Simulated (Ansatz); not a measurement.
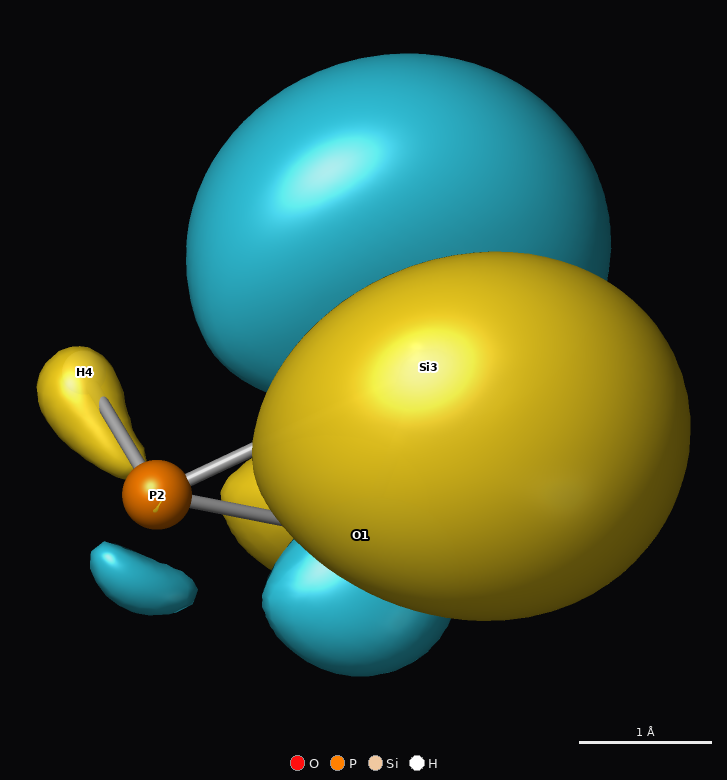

Figure 1: HOPSi (SMILES O1[Si]#[PH]1). The LUMO at ±0.08 Å⁻³ᐟ² (yellow and cyan are the two phases), seen at a tilt.

Geometry: B3LYP-D3(BJ)/6-311G**.

Theory: isolated molecule in a Gaussian basis; Kohn-Sham density functional theory, functional PBE0 (Ansatz).

Question: What is the character of this orbital?

Answer: It lies mainly on Si3 (about 85 %) and O1 (about 10 %). Its energy is −2.54 eV.
